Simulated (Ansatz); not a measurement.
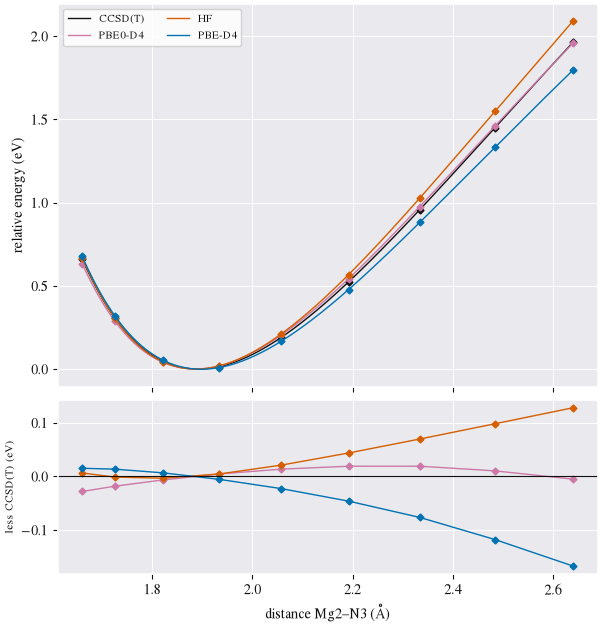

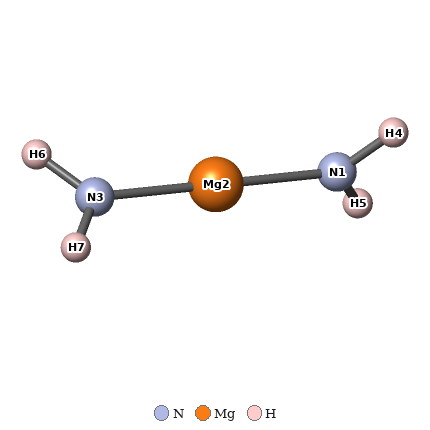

Rigid scan of the stretch Mg2–N3 in MgN₂H₄, SMILES [NH2][Mg][NH2], singlet. The Ansatz code 0.2.0, def2-TZVPP, cores frozen in correlated methods. A stretch is scanned from the minimum (PBE0-D4/def2-TZVP); energies less that of the minimum at the same level. The outer core of Li, Na, Mg and K is correlated. Splines pass through the computed points, which are marked.

Q: How far can the coupled-cluster curve be trusted along the scan?

A: The calculation's T1 diagnostic reaches at most 0.013 (at 2.64 Å), under the customary mark of 0.02, so it gives no sign of multireference character.

Q: Where is the minimum of each curve?

A: CCSD(T): near 1.89 Å; PBE0-D4: near 1.89 Å; HF: near 1.89 Å; PBE-D4: near 1.90 Å (from the spline).

Q: Which curve follows CCSD(T) best, and which worst?

A: Best PBE0-D4, worst PBE-D4; largest departures: PBE0-D4 0.028, HF 0.128, PBE-D4 0.167 eV. CCSD(T) is in the same finite basis, not at its limit.
